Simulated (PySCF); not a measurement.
# One shape, several levels: CH3BClFO (SMILES OC(F)BCl)

Aim: a comparison of 6 runs (HF/3-21G, HF/def2-SVP, PBE/6-31G, B3LYP/6-31G*, PBE0/def2-SVP) of CH3BClFO. The job is set up through a Python script.

The results are computed with PySCF 2.14.0.

### 1 Starting point

CH3BClFO has 8 atoms, charge 0, and is taken as a singlet. As SMILES, `OC(F)BCl`. The shape is that of a PBE0-D4/def2-TZVP optimisation. This is one conformer, not always the lowest.

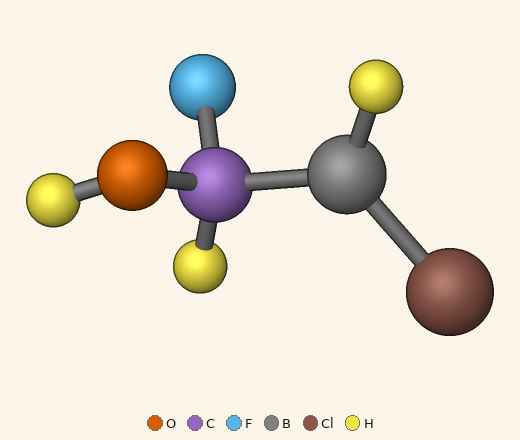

Viewed from a chosen angle; oxygen orange, carbon purple, fluorine blue, boron grey, chlorine brown, hydrogen yellow.

### 2 Energy and gradient at HF/3-21G (run 1)

Contents of calc.py:

```python
from pyscf import gto, scf

mol = gto.Mole()
mol.atom = '''
O     -0.085983     0.655546     2.637491
C      0.867195     0.111116     0.278357
F      2.485179    -1.975520     0.395331
B     -1.449798    -0.674065    -1.463971
Cl    -2.089470     1.022531    -4.189901
H      1.172575     1.516316     3.628652
H      2.028054     1.658235    -0.466006
H     -2.753709    -2.421873    -0.925777
'''
mol.basis = '3-21g'
mol.unit = 'bohr'
mol.verbose = 4
mol.max_memory = 1860
mol.spin = 0
mol.build()

calc0 = scf.RHF(mol)
calc0.conv_tol = 1e-10
calc0.kernel()
if not calc0.converged:
    calc0 = calc0.newton().run(calc0.mo_coeff, calc0.mo_occ)

energy = calc0.e_tot
print('Final energy', energy)
grad = calc0.nuc_grad_method().kernel()
calc0.analyze()
```

Launch:

```bash
$ OMP_NUM_THREADS=1 python calc.py
```

Log:

```text
PySCF version 2.14.0

[... 83 lines left out ...]
DFT Exchange-Correlation Energy =      -56.006944642067765
[... 12 lines left out ...]
MO #11  energy= -1.40812428523587  occ= 2
[... 10 lines left out ...]
MO #22  energy= -0.50250952690849  occ= 2
[... 10 lines left out ...]
MO #33  energy= 0.603151715829452  occ= 0
[... 10 lines left out ...]
MO #44  energy= 1.24296935602796   occ= 0
[... 10 lines left out ...]
MO #55  energy= 4.13298708450473   occ= 0
[... 66 lines left out ...]
Dipole moment(X, Y, Z, Debye):  0.96073,  1.56858,  0.99092
```

Run time: 1.4 s. Hardware: 1 thread of Arm Neoverse V2, shared host; peak memory 0.13 GiB.

### 3 Energy and forces at HF/def2-SVP (run 2)

Contents of job.py:

```python
# OC(F)BCl
from pyscf import gto

mol = gto.M(
    atom=[
    ('O', (-0.045500, 0.346900, 1.395700)),
    ('C', (0.458900, 0.058800, 0.147300)),
    ('F', (1.315100, -1.045400, 0.209200)),
    ('B', (-0.767200, -0.356700, -0.774700)),
    ('Cl', (-1.105700, 0.541100, -2.217200)),
    ('H', (0.620500, 0.802400, 1.920200)),
    ('H', (1.073200, 0.877500, -0.246600)),
    ('H', (-1.457200, -1.281600, -0.489900)),
],
    verbose=4,
    basis='def2-svp',
    spin=0,
    max_memory=1860,
)

hf = mol.RHF()
hf.conv_tol = 1e-10
hf.kernel()
if not hf.converged:
    hf = hf.newton().run(hf.mo_coeff, hf.mo_occ)

e_final = hf.e_tot
print('Final energy', e_final)
grad = hf.nuc_grad_method().kernel()
hf.analyze()
```

Launch:

```bash
$ OMP_NUM_THREADS=1 python job.py
```

Log:

```text
PySCF version 2.14.0

[... 89 lines left out ...]
MO #4   energy= -11.3600416273558  occ= 2
[... 16 lines left out ...]
MO #21  energy= -0.524270683689122 occ= 2
[... 16 lines left out ...]
MO #38  energy= 0.746116612676476  occ= 0
[... 16 lines left out ...]
MO #55  energy= 1.38960669533843   occ= 0
[... 16 lines left out ...]
MO #72  energy= 2.26861832279429   occ= 0
[... 16 lines left out ...]
MO #89  energy= 4.18360136355672   occ= 0
[... 100 lines left out ...]
Dipole moment(X, Y, Z, Debye):  0.55189,  1.83609,  0.39541
```

Run time: 4.5 s. Hardware: 1 thread of Arm Neoverse V2, shared host; peak memory 0.18 GiB.

Runs 3 to 4 aren't shown in full; the table further down has their settings and results.

### 4 Energy and gradient at B3LYP/6-31G(d) (Cartesian functions) (run 5)

Contents of run.py:

```python
from pyscf import gto, dft

system = gto.Mole()
system.atom = '''
O     -0.085983     0.655546     2.637491
C      0.867195     0.111116     0.278357
F      2.485179    -1.975520     0.395331
B     -1.449798    -0.674065    -1.463971
Cl    -2.089470     1.022531    -4.189901
H      1.172575     1.516316     3.628652
H      2.028054     1.658235    -0.466006
H     -2.753709    -2.421873    -0.925777
'''
system.verbose = 3
system.max_memory = 1860
system.basis = '6-31g*'
system.unit = 'bohr'
system.cart = True
system.spin = 0
system.build()

mf = dft.RKS(system)
mf.xc = 'b3lyp'
mf.conv_tol = 1e-10
mf.grids.level = 5
mf.kernel()
if not mf.converged:
    mf = mf.newton().run(mf.mo_coeff, mf.mo_occ)

energy = mf.e_tot
print(f'total energy: {energy:.8f} hartree')
grad = mf.nuc_grad_method().kernel()
dip = mf.dip_moment()
pop, q = mf.mulliken_pop()
```

Launch:

```bash
$ OMP_NUM_THREADS=1 python run.py
```

Log:

```text
converged SCF energy = -700.034805394235
total energy: -700.03480539 hartree
[... 8 lines left out ...]
Dipole moment(X, Y, Z, Debye):  0.75039,  1.51060,  0.63757
[... 94 lines left out ...]
charge of    7H =      0.03068
```

Run time: 27 s. Hardware: 1 thread of Arm Neoverse V2, shared host; peak memory 0.83 GiB.

### 5 Energy and gradient at PBE0/def2-SVP (run 6)

Contents of run.py:

```python
import pyscf.grad
from pyscf import gto, dft

mol = gto.M(
    atom='''
O     -0.085983     0.655546     2.637491
C      0.867195     0.111116     0.278357
F      2.485179    -1.975520     0.395331
B     -1.449798    -0.674065    -1.463971
Cl    -2.089470     1.022531    -4.189901
H      1.172575     1.516316     3.628652
H      2.028054     1.658235    -0.466006
H     -2.753709    -2.421873    -0.925777
''',
    max_memory=1860,
    verbose=3,
    unit='bohr',
    basis='def2-svp',
    charge=0,
)

mf = dft.RKS(mol)
mf.xc = 'pbe0'
mf.grids.level = 5
mf.conv_tol = 1e-10
mf.kernel()
if not mf.converged:
    mf = mf.newton().run(mf.mo_coeff, mf.mo_occ)

e_final = mf.e_tot
print('E(%s) = %.9f' % ('PBE0', e_final))
grad = mf.Gradients().kernel()
dip = mf.dip_moment()
pop, q = mf.mulliken_pop()
```

Launch:

```bash
$ OMP_NUM_THREADS=1 python run.py
```

Log:

```text
converged SCF energy = -699.31268395763
[... 9 lines left out ...]
Dipole moment(X, Y, Z, Debye):  0.59510,  1.75625,  0.39545
[... 98 lines left out ...]
charge of    7H =      0.00521
```

Wall time 26 s (1 thread of Arm Neoverse V2, shared host); peak memory 0.87 GiB.

### 6 All runs side by side

```csv
run,level,integration grid,Cartesian functions,energy (Eh),dipole moment (D),HOMO energy (eV),LUMO energy (eV),wall time
1,HF/3-21G,–,no,-694.598290,2.09,-12.20,1.98,1.4 s
2,HF/def2-SVP,–,no,-697.792886,1.96,-12.09,2.21,4.5 s
3,PBE/6-31G,5,no,-699.479049,2.08,-6.96,-2.70,17 s
4,B3LYP/6-31G* (spherical functions),5,no,-700.027968,1.80,-8.14,-1.74,25 s
5,B3LYP/6-31G* (Cartesian functions),5,yes,-700.034805,1.80,-8.15,-1.74,27 s
6,PBE0/def2-SVP,5,no,-699.312684,1.90,-8.46,-1.64,26 s
```

### 7 What came out

| quantity | value |
| --- | --- |
| run 6: total energy | -699.31268 Eh |
| run 6: dipole moment | 1.90 D |
| run 6: HOMO energy | -8.46 eV |
| run 6: LUMO energy | -1.64 eV |
| run 6: HOMO–LUMO gap | 6.82 eV |
| run 6: largest force on an atom | 0.580 eV/Å |

**Reading.** The dipole moment (its size) runs from 1.80 D (B3LYP/6-31G*) to 2.09 D (HF/3-21G). The two ends differ in method and basis. The HOMO–LUMO gap runs from 4.25 eV (PBE/6-31G) to 14.30 eV (HF/def2-SVP). Totals of different functionals can't be ranked against each other. All runs together took 1.7 min, the longest 27 s.
